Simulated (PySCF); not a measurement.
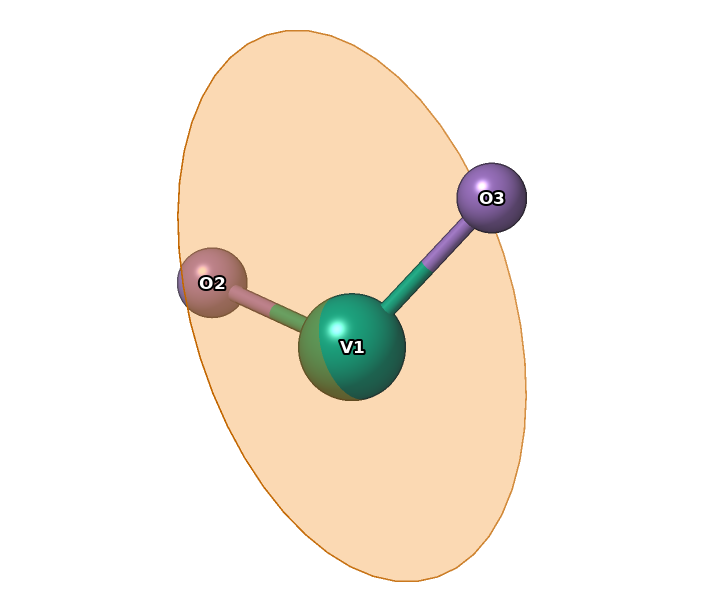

A disc through the centre of mass is drawn in. Distant atoms are faded towards the background colour. The species is neutral and a spin doublet. The computed structure is the end point of a PBE0-D3(BJ)/def2-SVP optimisation. No frequency run is at hand to confirm it as a minimum. Other spin states may lie lower.

Is the plane of the disc a mirror plane of the structure?

Answer. Yes. The reflection leaves V1 in place and moves O2 ↔ O3. The point group is C2v.
